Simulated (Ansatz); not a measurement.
# In8P7 zinc blende off rod (In₈P₇Cl₃): structure and electronic state

What does In8P7 zinc blende off rod (In₈P₇Cl₃) look like as a singlet, and where do its frontier electrons sit?

The runs use Ansatz 0.2.0, Gaussian basis; RKS PBE0-D4/def2-TZVP.

Plan: relaxation at r2SCAN-D4/def2-SVP; a single point at PBE0-D4/def2-TZVP.

1 further run of the same task is left out (for a known fault of the program).

**1. The system as given**

18 atoms, charge 0, spin multiplicity 1.

Atoms are counted from 1 here; the program's logs count them from 0.

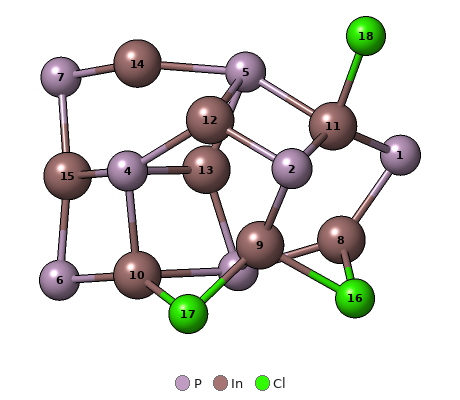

Start geometry, drawn with phosphorus pink, indium brown, chlorine green; atoms are numbered from 1 in the order of the file.

Coordinates:

```xyz
18
Cl3In8P7
P    -1.3633    2.3989   -3.5624
P     1.2361   -1.5739   -2.6133
P    -2.4852   -0.2510    0.3243
P     1.2195   -0.9707    1.8839
P     1.6680    2.1436   -0.5043
P    -1.6644   -1.1366    4.5217
P     1.8744    2.3834    4.3515
In   -2.5937    0.8080   -2.0644
In   -0.8469   -1.6659   -1.1493
In   -1.2241   -1.8893    2.1315
In    0.6133    1.0092   -2.7854
In    2.1629   -0.5102   -0.4561
In   -0.2454    0.9261    0.7875
In    2.4836    1.7555    1.9757
In    0.3665    0.3215    4.0771
Cl   -2.6595   -1.6728   -3.0857
Cl   -1.1604   -3.8735    0.2272
Cl    2.6186    1.7976   -4.0594
```

In takes a core potential in the def2 sets. No spin-orbit coupling is included.

The start is a GFN1-xTB geometry.

**2. Optimising with r2SCAN-D4/def2-SVP**

Input file in.yaml:

```yaml
crystal:
  periodic: [false, false, false]
  atoms:
    - {symbol: P, position_ang: [-1.363290, 2.398930, -3.562430]}
    - {symbol: P, position_ang: [1.236080, -1.573860, -2.613270]}
    - {symbol: P, position_ang: [-2.485210, -0.251000, 0.324320]}
    - {symbol: P, position_ang: [1.219550, -0.970740, 1.883860]}
    - {symbol: P, position_ang: [1.667990, 2.143570, -0.504310]}
    - {symbol: P, position_ang: [-1.664370, -1.136570, 4.521740]}
    - {symbol: P, position_ang: [1.874420, 2.383360, 4.351520]}
    - {symbol: In, position_ang: [-2.593730, 0.808000, -2.064410]}
    - {symbol: In, position_ang: [-0.846940, -1.665850, -1.149260]}
    - {symbol: In, position_ang: [-1.224110, -1.889330, 2.131470]}
    - {symbol: In, position_ang: [0.613310, 1.009210, -2.785360]}
    - {symbol: In, position_ang: [2.162870, -0.510250, -0.456130]}
    - {symbol: In, position_ang: [-0.245420, 0.926100, 0.787460]}
    - {symbol: In, position_ang: [2.483610, 1.755550, 1.975660]}
    - {symbol: In, position_ang: [0.366520, 0.321490, 4.077070]}
    - {symbol: Cl, position_ang: [-2.659460, -1.672760, -3.085710]}
    - {symbol: Cl, position_ang: [-1.160450, -3.873460, 0.227210]}
    - {symbol: Cl, position_ang: [2.618630, 1.797610, -4.059420]}
basis:
  gaussian: {orbitals: def2-SVP}
hamiltonian: {xc: r2scan, dispersion: d4}
scf: {lower_state_search: "off"}
output: {orbitals: {seedname: orbitals}}
relax: {f_tol: 0.03, max_steps: 70}
```

Command:

```
> ansatz run in.yaml --threads 2 --pin off --events-out ev --progress --plain --max-ram 32768MiB --backend cuda --devices 0, --max-vram 18GiB
```

After this run come: Single point, PBE0-D4/def2-TZVP.

Q: Predict the results of all the runs planned. Wanted: point group; commonest bond; HOMO, LUMO at PBE0-D4/def2-TZVP; dipole at r2SCAN-D4/def2-SVP.

The runs gave:

```
                       quantity                            value
                    point group                               C1
                 commonest bond  In–P, 19 of mean length 2.529 Å
HOMO, LUMO at PBE0-D4/def2-TZVP                  -6.11, -3.61 eV
   dipole at r2SCAN-D4/def2-SVP                           3.57 D
```

In words: The relaxation broke 6 and made 2 bonds, so the end is another structure than the start. No usable vibrations, so a minimum isn't proven. The HOMO lies nearest to P1 71 %; In8, In11 about 9 % each and the LUMO to In14 27 %; In15 13 %. Whether this spin is the lowest isn't tested here. The point group is read from a loosely relaxed geometry; soft torsions can leave it below the true symmetry.
